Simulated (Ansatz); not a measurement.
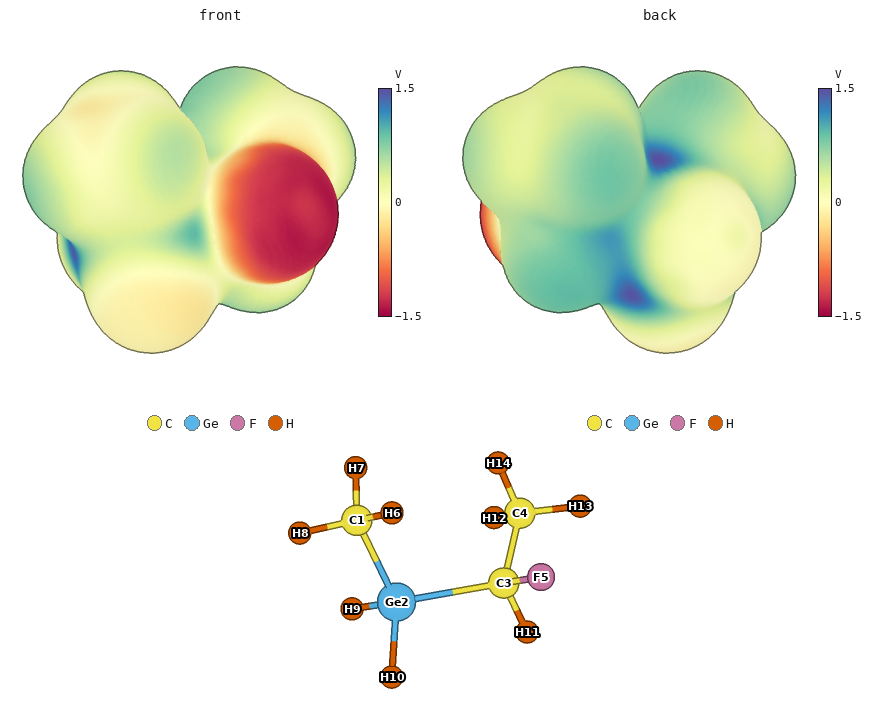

C3H9FGe. The electrostatic potential painted on the density surface at 0.002 e/bohr³, seen from the front and from behind; red is negative and blue positive. The bare structure is drawn below in the same view.

Method: RHF/def2-SVP in Ansatz.

| atom | x (Å) | y (Å) | z (Å) |
| --- | --- | --- | --- |
| C | -1.5762 | -0.2470 | 1.2200 |
| Ge | 0.3680 | -0.4501 | 1.0867 |
| C | 1.0575 | 0.5830 | -0.4651 |
| C | 0.5557 | 0.1497 | -1.8268 |
| F | 0.6828 | 1.8997 | -0.2593 |
| H | -1.8377 | 0.8113 | 1.2563 |
| H | -2.0768 | -0.6986 | 0.3623 |
| H | -1.9498 | -0.7277 | 2.1252 |
| H | 0.7529 | -1.9308 | 0.9054 |
| H | 1.0515 | 0.0862 | 2.3537 |
| H | 2.1488 | 0.5647 | -0.4558 |
| H | 0.8869 | -0.8660 | -2.0507 |
| H | 0.9427 | 0.8157 | -2.6005 |
| H | -0.5341 | 0.1756 | -1.8764 |

Q: Where is the surface potential most negative and most positive?

A: The most negative region (about −1.4 V) lies over F5, the most positive (about +1.4 V) over Ge2.
